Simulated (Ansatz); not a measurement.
## LaTl (Pm-3m): phonons and vibrational spectra

Aim: the vibrations of LaTl (Pm-3m), their spectra, and whether the structure is stable.

Main program and level: Ansatz 0.2.0; DFT PBEsol, scalar-relativistic, plane waves, PAW; PAW set soft_1.

### 1. The starting structure

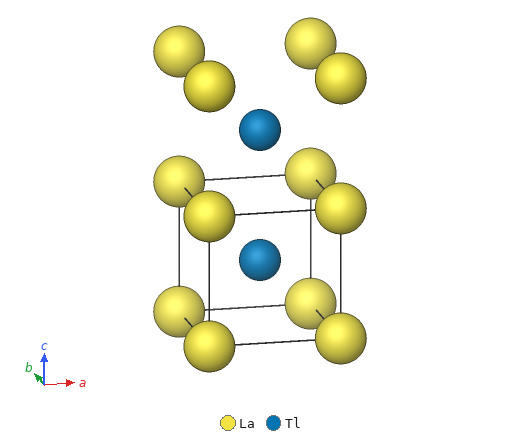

The starting structure, seen slightly off an axis (lanthanum yellow, thallium blue). 1×1×2 cells are drawn. Some periodic images of atoms are drawn too.

### 2. Relaxation

Harmonic phonons are second derivatives at a point where the forces vanish, and they are wanted at zero stress, so atoms and cell are relaxed first.

Contents of input.yaml:

```yaml
crystal:
  lattice:
    - [3.936, 0.0, 0.0]
    - [0.0, 3.936, 0.0]
    - [0.0, 0.0, 3.936]
  atoms:
    - { symbol: La, position: [0.0, 0.0, 0.0] }
    - { symbol: Tl, position: [0.5, 0.5, 0.5] }
kpoints:
  mp_grid: { grid: [10, 10, 10] }
hamiltonian:
  xc: pbesol
  pseudopotentials: { kind: paw, azcp: { folder: soft_1 }, xc_functional: pbe }
scf:
  occupations: { method: gaussian, width: 0.1 }
output:
  forces: true
  stress: true
  eigenvalues: true
  write_density: true
  write_potential: true
  elf: true
  volumetric_format: npy
relax:
  adjacent_minimum: "off"
  f_tol: 0.005
  max_steps: 80
  cell: { stress_tol: 0.05 }
```

Command:

```
$ ansatz run input.yaml --threads 4 --pin off --max-ram 10240MiB --backend cpu --events-out ev --progress --plain --runs-dir out
```

Numbers of over 12 decimals in the logs are rounded to 6 here.

Output:

```text
Engine: ansatz 0.2.0, aarch64-unknown-linux-gnu
Pseudopotentials: kind: paw
Pseudopotential: La, paw, valence charge 11, recommended cutoff 420 eV (normal), soft_1/La.paw.azcp
Pseudopotential: Tl, paw, valence charge 13, recommended cutoff 420 eV (normal), soft_1/Tl.paw.azcp
Functional definition: PBEsol
  exchange = pbesol_x
  correlation = pbesol_c
Crystal: 2 atoms, lattice volume = 60.977 Å³
Basis set: ecut = 420 eV, 1213 PW (Γ), exchange–correlation on 54×54×54 points (8 copies of the dense FFT grid, shifted against one another)
Bands: 16, of which v1, the nominal top of the filled ones, is band 12 counted from 1 (11 counted from 0)
Symmetry: 48 space group operations
Space group: Pm-3m (ITA 221), of the structure as read, at distance tolerance 3.9e-5 Å
k-points: 56 of 1000
Non-local potential: La, projectors of the file, l = 0: 3, l = 1: 2, l = 2: 2, l = 3: 3
Non-local potential: Tl, projectors of the file, l = 0: 2, l = 1: 2, l = 2: 2, l = 3: 1
PAW form: soft (Blöchl's): semilocal exchange-correlation on the pseudo side does not see the compensation charge
PAW frozen core: La, regenerated for the run's functional, and the local potential with it (the file was generated under x = pbe(κ = 0.804, μ = 0.219515), c = pbe(β = 0.066725))
PAW frozen core: Tl, regenerated for the run's functional, and the local potential with it (the file was generated under x = pbe(κ = 0.804, μ = 0.219515), c = pbe(β = 0.066725))
PAW one-centre angular grid: La, 590 points (default); XC on 64 Gauss nodes
PAW one-centre angular grid: Tl, 590 points (default); XC on 64 Gauss nodes
Initial density: superposition of atomic densities (chi_scale 0.1, normalization cell, long waves kept (reshape's long-wave potential 0.00 eV rms))
Initial wavefunctions: pseudopotential atomic-orbital guess
Functional: x = pbesol(κ = 0.804, μ = 0.123457), c = pbesol(β = 0.046)
SCF iter   1: F=—  HF=-17460.666236 eV  |F-HF|=—  |Δ(HF+E_count)|=         —  Δρ=3.82e-2  dr2=1.69e0  ethr=3.10e-3  ⟨swp⟩=4.1  Hψ=3772  notcnv=0
preconditioner: auto → Kerker (q_TF=auto, 2.336 Å⁻¹)  [metal: Δε(μ)=0.030 eV  Ē_g=10.581 eV  σ=0.100 eV  W_gap=0.17  n_scr=18 (ndim 8)  ℏωp=22.3 eV  f_vac=0.000  D(μ)=1.80/eV (n_scr^D=18)]
SCF iter   2: F=—  HF=-17460.185964 eV  |F-HF|=—  |Δ(HF+E_count)|=   4.80e-1  Δρ=1.71e-2  dr2=3.42e-1  ethr=3.10e-3  ⟨swp⟩=2.6  Hψ=2029  notcnv=0
SCF iter   3: F=—  HF=-17460.075397 eV  |F-HF|=—  |Δ(HF+E_count)|=   1.11e-1  Δρ=5.02e-3  dr2=2.18e-2  ethr=1.43e-3  ⟨swp⟩=2.6  Hψ=1715  notcnv=0
SCF iter   4: F=—  HF=-17460.067487 eV  |F-HF|=—  |Δ(HF+E_count)|=   7.91e-3  Δρ=8.23e-4  dr2=2.88e-4  ethr=9.09e-5  ⟨swp⟩=2.1  Hψ=1680  notcnv=0
SCF iter   5: F=—  HF=-17460.067498 eV  |F-HF|=—  |Δ(HF+E_count)|=   1.07e-5  Δρ=1.71e-4  dr2=1.79e-5  ethr=1.20e-6  ⟨swp⟩=2.0  Hψ=1480  notcnv=0
SCF iter   6: F=—  HF=-17460.067497 eV  |F-HF|=—  |Δ(HF+E_count)|=   1.19e-6  Δρ=3.77e-5  dr2=8.86e-7  ethr=7.44e-8  ⟨swp⟩=2.3  Hψ=1532  notcnv=0
SCF iter   7: F=-17460.067497 eV  HF=-17460.067497 eV  |F-HF|=4.91e-8  |Δ(HF+E_count)|=   7.80e-8  Δρ=9.75e-6  dr2=9.06e-8  ethr=4.17e-10  ⟨swp⟩=10.5  Hψ=7166  notcnv=0
SCF 1 converged in 7 iterations: F = -17460.067497 eV  dr2 = 9.06e-8
  greatest PAW one-centre occupation: 0.971 electrons in one spin orbital (limit 2), on the La atom at site 0 (counted from 0), in its partial waves of l = 0
relax step   1: F+E_penalty+E_count = -17460.06749667 eV  Δ(F+E_penalty+E_count) = +0.000e0 eV  max|allowed force component| = 3.243e-29 eV/Å  Δτ_max = 0.0000 Å  P = -0.657 GPa  Ω = 60.977 Å³  (7 SCF iters, dr2 threshold 1.00e-7 eV, accepted)
Crystal: 2 atoms, lattice volume = 60.006 Å³
Basis set: ecut = 420 eV, 1189 PW (Γ), exchange–correlation on 54×54×54 points (8 copies of the dense FFT grid, shifted against one another)
Initial density: handed on by an earlier stage of this run
Initial wavefunctions: those handed on with the density
iter 1 solved again at ethr=4.55e-6 eV; its pass at ethr=3.10e-3 eV (dr2=1.09e-3 eV) is discarded
SCF iter   1: F=—  HF=-17460.069396 eV  |F-HF|=—  |Δ(HF+E_count)|=         —  Δρ=8.77e-4  dr2=1.07e-3  ethr=4.55e-6  ⟨swp⟩=2.0  Hψ=7492  notcnv=0
preconditioner: auto → Kerker (q_TF=auto, 2.342 Å⁻¹)  [metal: Δε(μ)=0.068 eV  Ē_g=11.649 eV  σ=0.100 eV  W_gap=0.35  n_scr=18 (ndim 8)  ℏωp=22.5 eV  f_vac=0.000  D(μ)=1.54/eV (n_scr^D=6)]
SCF iter   2: F=—  HF=-17460.069116 eV  |F-HF|=—  |Δ(HF+E_count)|=   2.80e-4  Δρ=4.78e-4  dr2=3.18e-4  ethr=4.47e-6  ⟨swp⟩=2.3  Hψ=1322  notcnv=0
SCF iter   3: F=—  HF=-17460.068993 eV  |F-HF|=—  |Δ(HF+E_count)|=   1.24e-4  Δρ=9.67e-5  dr2=1.26e-5  ethr=1.32e-6  ⟨swp⟩=2.2  Hψ=1323  notcnv=0
SCF iter   4: F=—  HF=-17460.068981 eV  |F-HF|=—  |Δ(HF+E_count)|=   1.12e-5  Δρ=2.01e-5  dr2=1.68e-7  ethr=8.33e-10  ⟨swp⟩=8.8  Hψ=7568  notcnv=0
SCF iter   5: F=-17460.068981 eV  HF=-17460.068981 eV  |F-HF|=2.25e-9  |Δ(HF+E_count)|=   1.03e-8  Δρ=2.82e-6  dr2=2.66e-9  ethr=7.01e-10  ⟨swp⟩=6.6  Hψ=5606  notcnv=0
SCF 2 converged in 5 iterations: F = -17460.068981 eV  dr2 = 2.66e-9
relax step   2: F+E_penalty+E_count = -17460.06898132 eV  Δ(F+E_penalty+E_count) = -1.485e-3 eV  max|allowed force component| = 7.192e-29 eV/Å  Δτ_max = 0.0000 Å  P = +0.201 GPa  Ω = 60.006 Å³  energy of the carried Pulay correction = +6.615e-5 eV  (5 SCF iters, dr2 threshold 2.00e-7 eV, accepted)
Crystal: 2 atoms, lattice volume = 60.231 Å³
iter 1 solved again at ethr=1.79e-7 eV; its pass at ethr=3.10e-3 eV (dr2=4.31e-5 eV) is discarded
SCF iter   1: F=—  HF=-17460.069128 eV  |F-HF|=—  |Δ(HF+E_count)|=         —  Δρ=2.07e-4  dr2=6.03e-5  ethr=1.79e-7  ⟨swp⟩=2.1  Hψ=7184  notcnv=0
preconditioner: auto → Kerker (q_TF=auto, 2.340 Å⁻¹)  [metal: Δε(μ)=0.063 eV  Ē_g=11.673 eV  σ=0.100 eV  W_gap=0.34  n_scr=18 (ndim 8)  ℏωp=22.4 eV  f_vac=0.000  D(μ)=1.54/eV (n_scr^D=6)]
SCF iter   2: F=—  HF=-17460.069111 eV  |F-HF|=—  |Δ(HF+E_count)|=   1.74e-5  Δρ=1.13e-4  dr2=1.79e-5  ethr=1.79e-7  ⟨swp⟩=2.9  Hψ=1358  notcnv=0
SCF iter   3: F=—  HF=-17460.069104 eV  |F-HF|=—  |Δ(HF+E_count)|=   6.97e-6  Δρ=2.27e-5  dr2=7.16e-7  ethr=7.46e-8  ⟨swp⟩=2.3  Hψ=1330  notcnv=0
SCF iter   4: F=-17460.069103 eV  HF=-17460.069103 eV  |F-HF|=9.90e-10  |Δ(HF+E_count)|=   2.49e-7  Δρ=4.80e-6  dr2=9.81e-9  ethr=4.21e-10  ⟨swp⟩=9.9  Hψ=7062  notcnv=0
SCF 3 converged in 4 iterations: F = -17460.069103 eV  dr2 = 9.81e-9
relax step   3: F+E_penalty+E_count = -17460.06910348 eV  Δ(F+E_penalty+E_count) = -1.222e-4 eV  max|allowed force component| = 2.952e-29 eV/Å  Δτ_max = 0.0000 Å  P = -0.004 GPa  Ω = 60.231 Å³  energy of the carried Pulay correction = +5.074e-5 eV  (4 SCF iters, dr2 threshold 1.01e-7 eV, accepted)
Initial wavefunctions: pseudopotential atomic-orbital guess (no wavefunctions were taken with the density)
iter 1 solved again at ethr=7.45e-8 eV; its pass at ethr=3.10e-3 eV (dr2=1.79e-5 eV) is discarded
SCF iter   1: F=—  HF=-17460.069060 eV  |F-HF|=—  |Δ(HF+E_count)|=         —  Δρ=7.72e-6  dr2=1.32e-8  ethr=7.45e-8  ⟨swp⟩=3.0  Hψ=6833  notcnv=0
preconditioner: auto → Kerker (q_TF=auto, 2.340 Å⁻¹)  [metal: Δε(μ)=0.064 eV  Ē_g=11.667 eV  σ=0.100 eV  W_gap=0.34  n_scr=18 (ndim 8)  ℏωp=22.4 eV  f_vac=0.000  D(μ)=1.54/eV (n_scr^D=6)]
SCF iter   2: F=—  HF=-17460.069059 eV  |F-HF|=—  |Δ(HF+E_count)|=   1.43e-6  Δρ=4.22e-6  dr2=3.90e-9  ethr=5.52e-11  ⟨swp⟩=2.5  Hψ=1689  notcnv=0
SCF iter   3: F=—  HF=-17460.069059 eV  |F-HF|=—  |Δ(HF+E_count)|=   1.58e-9  Δρ=7.38e-7  dr2=2.88e-10  ethr=1.63e-11  ⟨swp⟩=1.0  Hψ=898  notcnv=0
SCF iter   4: F=-17460.069059 eV  HF=-17460.069059 eV  |F-HF|=0.00e0  |Δ(HF+E_count)|=  1.46e-11  Δρ=1.78e-7  dr2=1.70e-11  ethr=1.00e-12  ⟨swp⟩=5.2  Hψ=4806  notcnv=0
SCF 4 converged in 4 iterations: F = -17460.069059 eV  dr2 = 1.70e-11
relax step   4: F+E_penalty+E_count = -17460.06905897 eV  Δ(F+E_penalty+E_count) = +4.451e-5 eV  max|allowed force component| = 2.958e-29 eV/Å  Δτ_max = 0.0000 Å  P = -0.005 GPa  Ω = 60.231 Å³  stress off target by 4.63e-3 GPa  SCF on the basis re-selected at this cell (its energy is not comparable with the rows above)  (4 SCF iters)
basis re-selected at this cell: Δ(F+E_penalty+E_count) = +4.451e-5 eV, ΔP = -0.000 GPa vs the last step (what re-selecting the basis moved, of the pressure what is left beyond the Pulay correction that the steps carried, after the strain that the cell walked since its last selection, with what the two solves' SCF thresholds leave and, on support functions, any second-order correction that the steps lacked; it is no m [...]
SCF converged after 4 iterations
Free energy (F): -17460.069059 eV
Harris-Foulkes:  -17460.069059 eV  (|F-HF|=0.00e0)
Internal energy: -17460.061362 eV  (E = F + TS)
E sigma→0 (E₀):  -17460.065211 eV
Entropy (-TS):   -0.007697 eV (-3.848 meV/atom)
Fermi energy:    11.860713 eV
--- Per-component energies (eV) ---
  E_band       = -9.996102
  E_kinetic    = 453.970944
  E_local      = -1100.594876  (includes V_loc(G=0)·N_el)
  E_nonlocal   = 404.465443
  E_hartree    = 408.341149
  E_xc         = -326.411825
  E_vxc        = -268.602903  (∫ρ·V_xc dr)
  E_paw        = -15367.474901  (= ΣΔE_a)
  E_vpaw       = -315.916875  (= ΣTr[D̂ρ^β])
  E_aug_tail   = -0.000043  (compensation charges beyond the density's cutoff)
  E_ewald      = -1932.564622
  E_core_change = 0.207369  (= ΣΔE_core)
  E_smearing   = -0.007697  (= −TS)
  E_closure    = 0.000000  (closes the sum)
  Σ components = -17460.069059   (vs F -17460.069059, Δ=0.00e0)
--- Forces (eV/Å), atoms counted from 1 ---
  atom   1  La     0.00000000     0.00000000     0.00000000
  atom   2  Tl    -0.00000000    -0.00000000     0.00000000
  max |Σ_I F_I| component: 5.86e-29 eV/Å
--- Stress (GPa, compression-positive) ---
       -0.004628       0.000000       0.000000
        0.000000      -0.004628       0.000000
        0.000000       0.000000      -0.004628
  P = ⅓ Tr σ = -0.0046 GPa (-0.046 kbar)
--- Band table (eV; the first three rows and the last of 56) ---
  k-point 0: bands = [... 8 lower, 0.6393, 3.8248, 11.5881, 11.5881, 13.2853, 13.2853, 13.2853, 13.5536]
  k-point 1: bands = [... 8 lower, 0.6411, 3.9618, 11.5747, 11.6066, 13.1496, 13.2482, 13.2482, 13.5405]
  k-point 2: bands = [... 8 lower, 0.6462, 4.3456, 11.1573, 11.6576, 13.0538, 13.0991, 13.0991, 13.5036]
  k-point 55: bands = [... 8 lower, 0.8322, 7.1687, 9.3921, 9.3921, 9.3921, 13.5824, 13.5824, 13.5824]
--- Relaxed structure (3 steps of the walk, 3 accepted, 1 SCFs on fresh bases) ---
  F+E_penalty+E_count = -17460.06905897 eV   max|allowed force component| = 2.958e-29 eV/Å   (the final SCF, on the basis selected at the relaxed cell)
  cell:  # Å, volume = 60.2311 Å³
    - [3.919888, 0, 0]
    - [0, 3.919888, 0.0]
    - [0.0, 0.0, 3.919888]
  atoms:
    - { symbol: La, position: [0, 0, 0] }
    - { symbol: Tl, position: [0.500000, 0.500000, 0.500000] }
```

It took 4.8 s on 4 threads of Arm Neoverse V1, shared host; peak memory 0.41 GiB.

The steps of the relaxation:

```csv
step,energy less that of the first step (eV),largest force component (eV/Å),pressure (GPa),volume (Å³)
1,0.0000,0.0000,-0.66,60.98
2,-0.0015,0.0000,0.20,60.01
3,-0.0016,0.0000,0.00,60.23
4*,-0.0016,0.0000,0.00,60.23
```

Relaxation steps marked * repeat the geometry before them on a plane-wave basis chosen anew for their cell, so energy and pressure can jump there.

The run keeps the 48 symmetry operations that it works with, so distortions that break them were not tested.

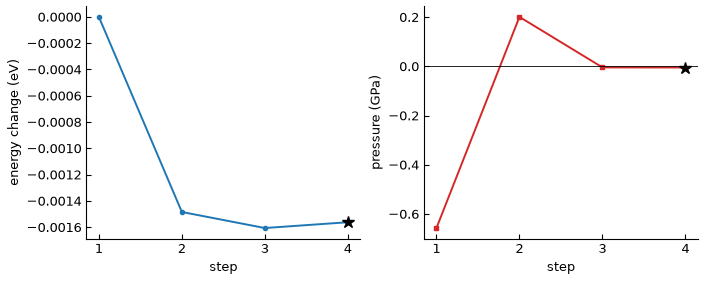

Energy and pressure along the relaxation. Stars mark steps on a basis chosen anew.

```csv
"conventional cell, symmetrised",before,after,change
a (Å),3.936,3.920,-0.4 %
b (Å),3.936,3.920,-0.4 %
c (Å),3.936,3.920,-0.4 %
volume (Å³/atom),30.49,30.12,-1.2 %
```

The relaxed structure:

```
La Tl
1.0
     3.91989    0.00000    0.00000
     0.00000    3.91989    0.00000
     0.00000    0.00000    3.91989
La Tl
1 1
Cartesian
  0.0000 0.0000 0.0000
  1.9599 1.9599 1.9599
```

This step gave:

- pressure: -0.004628 GPa
- volume per atom: 30.12 Å³
- gap on the k-mesh: 0 eV

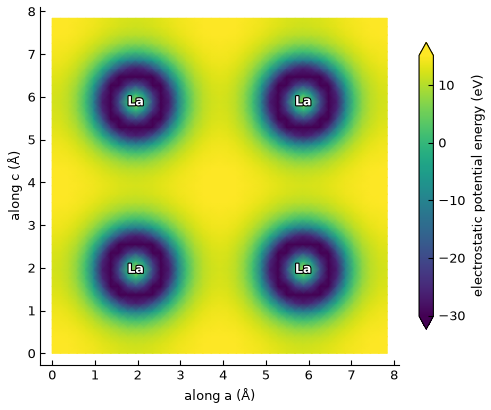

Electrostatic potential energy in the ac plane at fractional y = 0.000, with atoms of La within 0.2 Å of it. With pseudopotentials it is smooth inside the atoms' cores, unlike the true potential. The map starts off the cell's origin, so that atoms lie inside it.

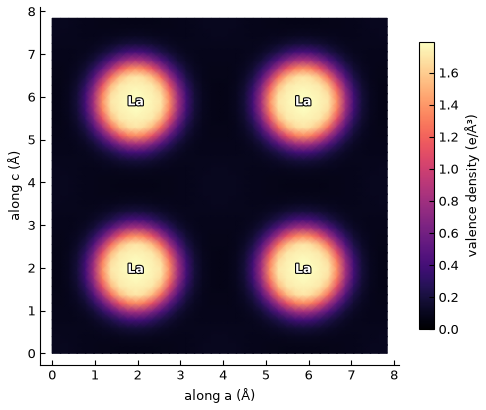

Valence density in the ac plane at fractional y = 0.000, with atoms of La within 0.2 Å of it. It is the smooth field of the valence electrons, not physical close to the nuclei. The map starts off the cell's origin, so that atoms lie inside it.

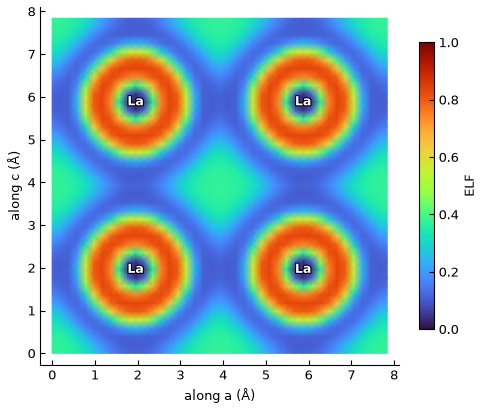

ELF in the ac plane at fractional y = 0.000, with atoms of La within 0.2 Å of it. It is the smooth field of the valence electrons, not physical close to the nuclei. The map starts off the cell's origin, so that atoms lie inside it.

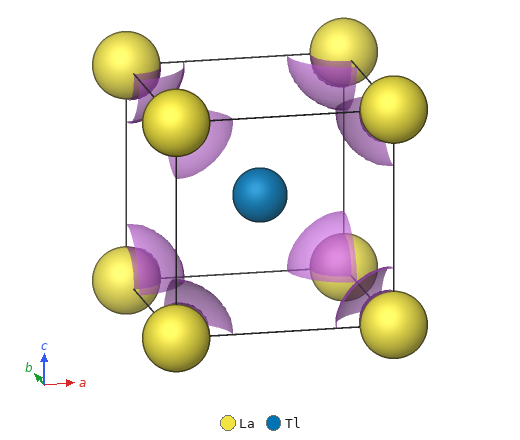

Surface of ELF = 0.76.

In this step the volume went from 30.49 to 30.12 Å³/atom.

### 3. Tight relaxation

Phonons need a cell at rest on their own settings, so the relaxation is repeated with tight tolerances on forces and stress, using the mesh and the filling of the phonon run that follows.

input.yaml, the sections that differ from step 2:

```yaml
crystal:
  lattice:
    - [3.9198881597, 0.0, 0.0]
    - [0.0, 3.9198881597, 0.0]
    - [0.0, 0.0, 3.9198881597]
  atoms:
    - { symbol: La, position: [0.0, 0.0, 0.0] }
    - { symbol: Tl, position: [0.5, 0.5, 0.5] }
kpoints:
  mp_grid: { grid: [12, 12, 12] }
scf:
  occupations: { method: methfessel_paxton, width: 0.2 }
relax:
  adjacent_minimum: "off"
  f_tol: 0.001
  max_steps: 60
  cell: { stress_tol: 0.01 }
# hamiltonian, output: as in step 2
```

Output:

```text
[...]
Crystal: 2 atoms, lattice volume = 60.231 Å³
Basis set: ecut = 420 eV, 1189 PW (Γ), exchange–correlation on 54×54×54 points (8 copies of the dense FFT grid, shifted against one another)
Bands: 16, of which v1, the nominal top of the filled ones, is band 12 counted from 1 (11 counted from 0)
Symmetry: 48 space group operations
[...]
k-points: 84 of 1728
[...]
k-point 83: bands = [... 8 lower, 0.8348, 7.1731, 9.3969, 9.3969, 9.3969, 13.5905, 13.5905, 13.5905]
--- Relaxed structure (2 steps of the walk, 2 accepted, 1 SCFs on fresh bases) ---
[...]
cell:  # Å, volume = 60.2037 Å³
    - [3.919293, 0.0, 0.0]
    - [0.0, 3.919293, 0.0]
    - [0.0, 0.0, 3.919293]
  atoms:
    - { symbol: La, position: [0, 0, 0.0] }
    - { symbol: Tl, position: [0.5, 0.5, 0.5] }
[key lines of the parts left out:]
SCF converged after 5 iterations
Free energy (F): -17460.058284 eV
Fermi energy:    11.866707 eV
P = ⅓ Tr σ = 0.0054 GPa (0.054 kbar)
```

Wall time 4.8 s (4 threads); peak memory 0.43 GiB; 18 s of CPU time.

Little changed from the start: no atom moved by 0.005 Å and no cell edge by 0.1 %.

Numbers from this step:

- pressure: 0.005418 GPa
- volume per atom: 30.10 Å³

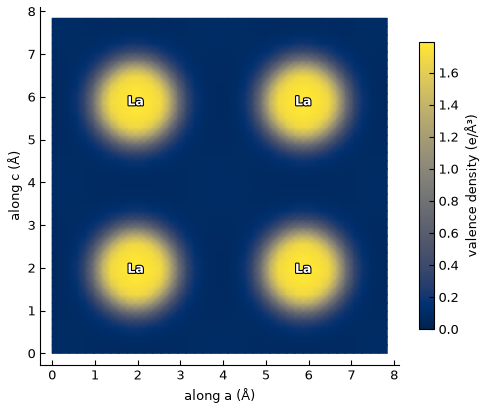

Valence density in the ac plane at fractional y = 0.000, with atoms of La within 0.2 Å of it. It is the smooth field of the valence electrons, not physical close to the nuclei. The map starts off the cell's origin, so that atoms lie inside it.

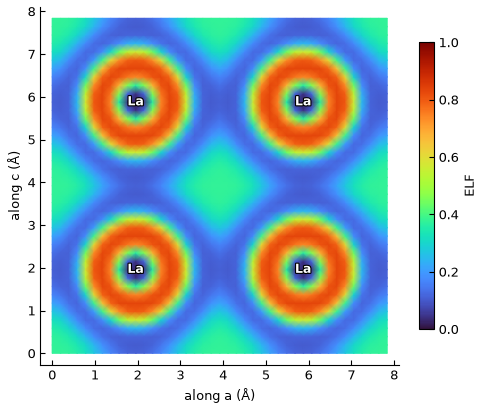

ELF in the ac plane at fractional y = 0.000, with atoms of La within 0.2 Å of it. It is the smooth field of the valence electrons, not physical close to the nuclei. The map starts off the cell's origin, so that atoms lie inside it.

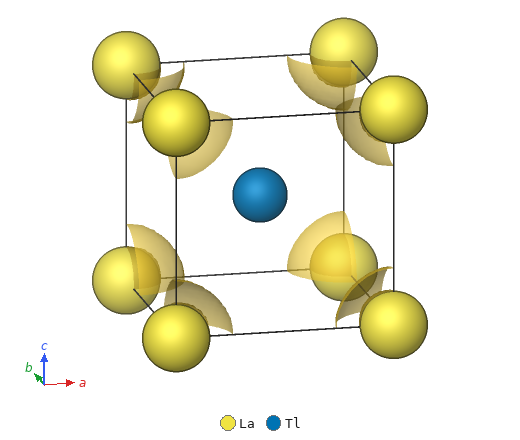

Surface of ELF = 0.76.

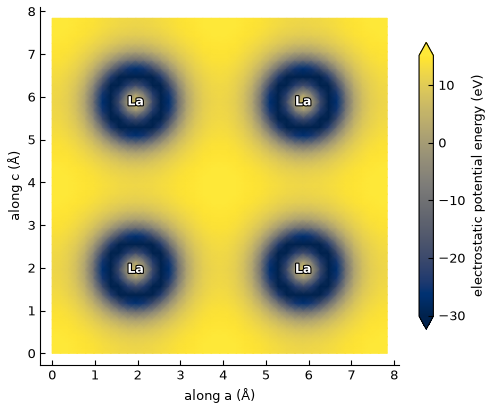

Electrostatic potential energy in the ac plane at fractional y = 0.000, with atoms of La within 0.2 Å of it. With pseudopotentials it is smooth inside the atoms' cores, unlike the true potential. The map starts off the cell's origin, so that atoms lie inside it.

The forces vanish by symmetry and the pressure is 0.005 GPa, within the tolerances set. The cell now holds 30.10 Å³/atom.

(Continued in part 2 of 2.)

[Logs are printed without paths, hosts, clocks, repeated set-up lines and the standing remarks that a program may print on its own settings, such as how far it seeks lower states.]

[Hosts, paths, dates, database ids (printed as entryN), source tags and the programs' standing remarks are cut or masked in the printed files.]
